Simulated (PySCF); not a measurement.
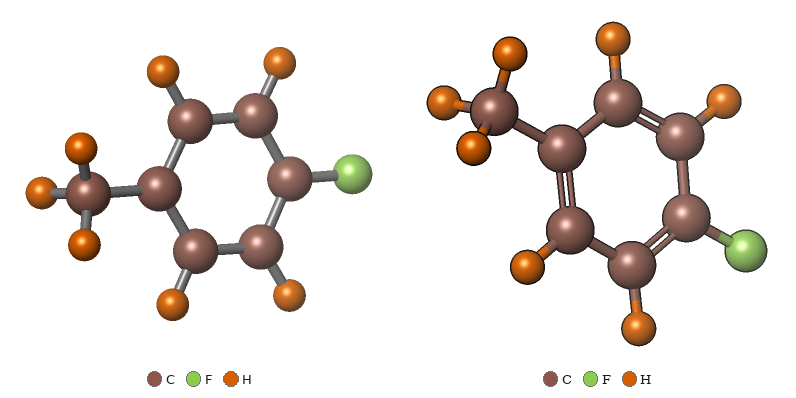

Both panels show the same species.

**Which formula does it have?**

C₇H₇F, 15 atoms: 7 carbon, 7 hydrogen and 1 fluorine.

**Count the bonded pairs by element.**

7 C–C, 7 C–H, 1 C–F.

**Which point group does it belong to?**

Cs.

The parts below concern this one geometry. Atoms keep their numbers from picture to picture. The geometry was computed by an optimisation with PBE0-D3(BJ)/def2-SVP. No frequency run is at hand to confirm it as a minimum.

**Geometry**

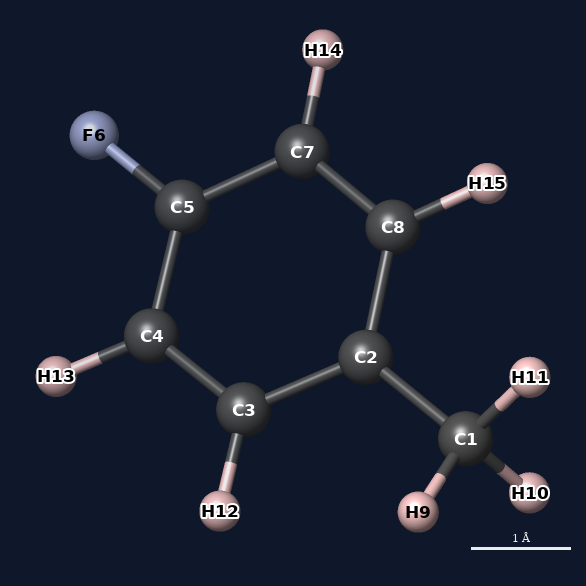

Atoms carry their numbers in the input. No frequency run is at hand to confirm it as a minimum.

Give the bond lengths.

```tsv
bond	length (Å)	order
C1–C2	1.502	single
C1–H9	1.100	single
C1–H10	1.103	single
C1–H11	1.100	single
C2–C3	1.400	aromatic
C2–C8	1.400	aromatic
C3–C4	1.393	aromatic
C3–H12	1.093	single
C4–C5	1.389	aromatic
C4–H13	1.092	single
C5–F6	1.334	single
C5–C7	1.389	aromatic
C7–C8	1.393	aromatic
C7–H14	1.092	single
C8–H15	1.093	single
```

**NMR shielding**

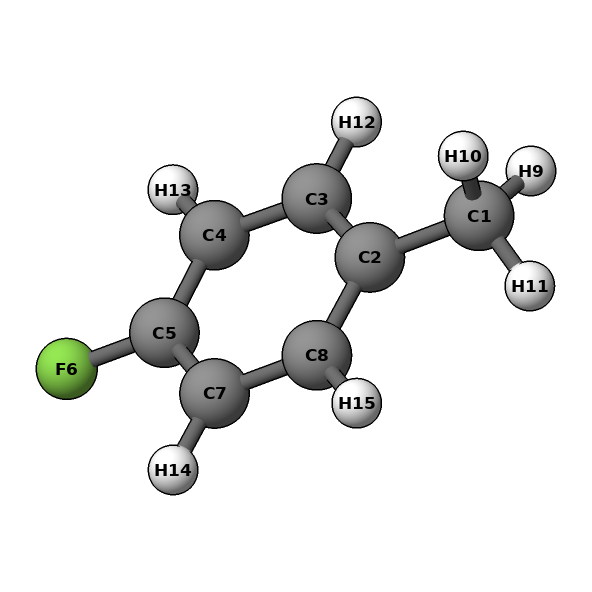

No frequency run is at hand to confirm it as a minimum. Properties computed with GIAO PBE0/pcSseg-1 NMR shielding, non-relativistic, gas phase (PySCF 2.14.0). Principal shieldings σ11 ≤ σ22 ≤ σ33, span Ω = σ33 − σ11, skew κ = 3(σiso − σ22)/Ω.

Give the shielding tensors of the F atoms.

| atom | σ11 | σ22 | σ33 | σiso | Ω | κ |
| --- | --- | --- | --- | --- | --- | --- |
| F6 | 218.4 | 294.0 | 368.4 | 293.6 | 150.0 | −0.01 |

Shieldings and span in ppm.

**Ring current**

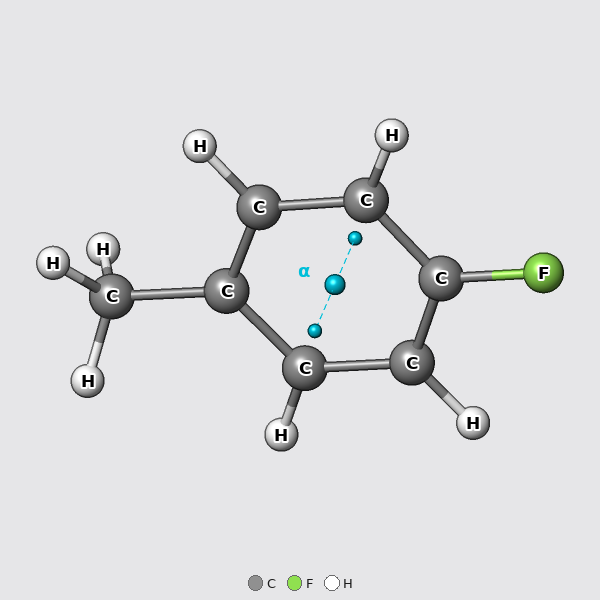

The small points mark where nucleus-independent chemical shifts (NICS) were computed: at the centre of each lettered ring and 1 Å above and below it. No frequency run is at hand to confirm it as a minimum. Level of theory: GIAO PBE0/pcSseg-1 NMR shielding, non-relativistic, gas phase (PySCF 2.14.0).

Give NICS(0), NICS(1) and the out-of-plane component NICS(1)zz for each ring (means of the two sides).

```
ring  members  NICS(0)  NICS(1)  NICS(1)zz
   α       C6    −10.2    −11.3      −27.4
```

Values in ppm.

**What do the values say about the ring currents?**

Ring α: diatropic, as in an aromatic ring. NICS is one index among several.

**Spin–spin coupling**

No frequency run is at hand to confirm it as a minimum. Properties computed with B3LYP/pcJ-1 indirect spin-spin coupling, non-relativistic, gas phase (PySCF 2.14.0). Isotopes: 13C, 19F, 1H.

Give the spin–spin coupling constants of these pairs, with the number of bonds between them: C5/F6, C4/F6, F6/C7, C3/F6, F6/H14, F6/H13, F6/C8.

| pair | bonds apart | J (Hz) |
| --- | --- | --- |
| C5, F6 | 1 | −312.7 |
| C4, F6 | 2 | 19.1 |
| F6, C7 | 2 | 18.9 |
| C3, F6 | 3 | 4.9 |
| F6, H14 | 3 | 8.7 |
| F6, H13 | 3 | 8.6 |
| F6, C8 | 3 | 4.8 |

Density functionals are unreliable for couplings to fluorine, so those rows may be far off.

**Dipole moment**

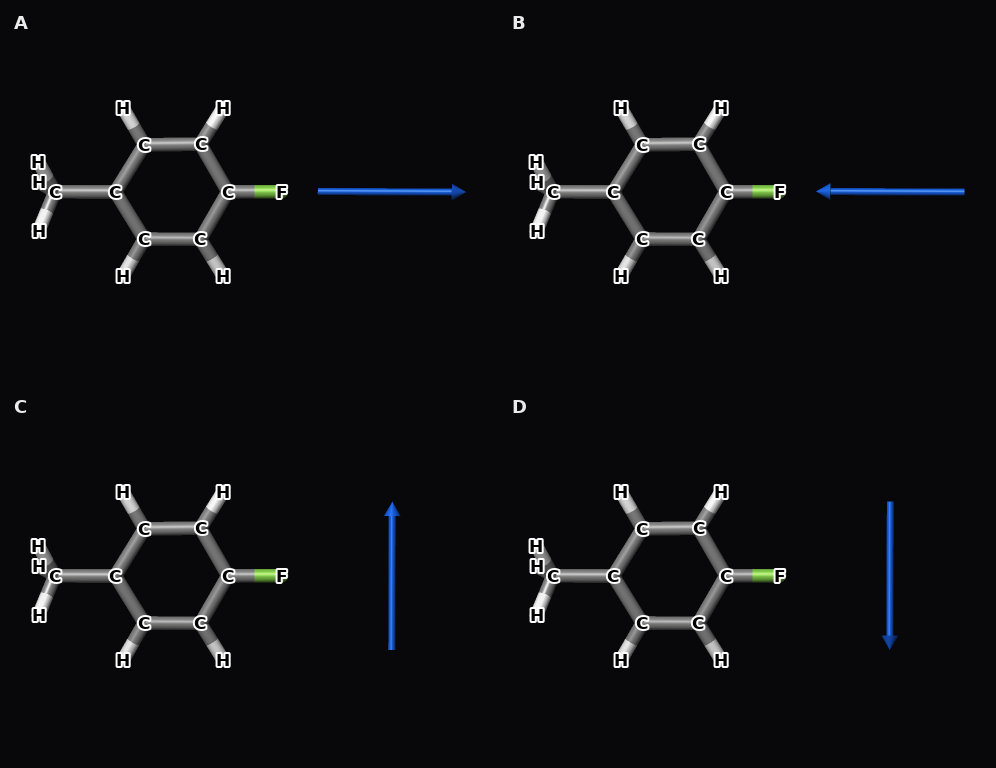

The same molecule four times, each with an arrow. No frequency run is at hand to confirm it as a minimum. Properties computed with B3LYP/pcJ-1, gas phase (PySCF 2.14.0).

**Which arrow points along the dipole moment, from the negative to the positive end?**

B. The dipole moment is 1.85 D.
